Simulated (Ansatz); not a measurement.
The starting structures come from a database of crystals and need not be the phases stable at ambient conditions.

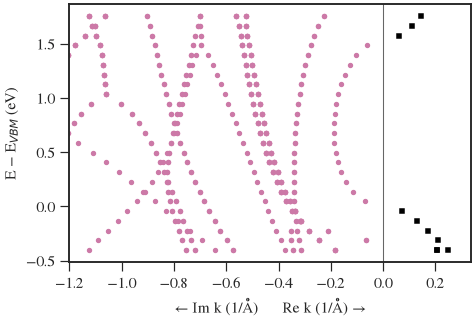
Complex bands at the centre of the two-dimensional zone; PBEsol run with Ansatz (a program for electronic structure)

The gap is the functional's own. No spin-orbit coupling. Mid-gap values are interpolated on the energy grid.

Task: This is Bi2O3 (P31c, not sure to be the ambient phase, 20 atoms a cell, 15.8 Å³ an atom) along the normal of (001). Read off the slowest decay at the centre of the two-dimensional zone at 0.77 eV, the computed energy nearest the middle of the gap.

Result: κ ≈ 0.19 1/Å, a decay length 1/(2κ) of the density of 2.7 Å.
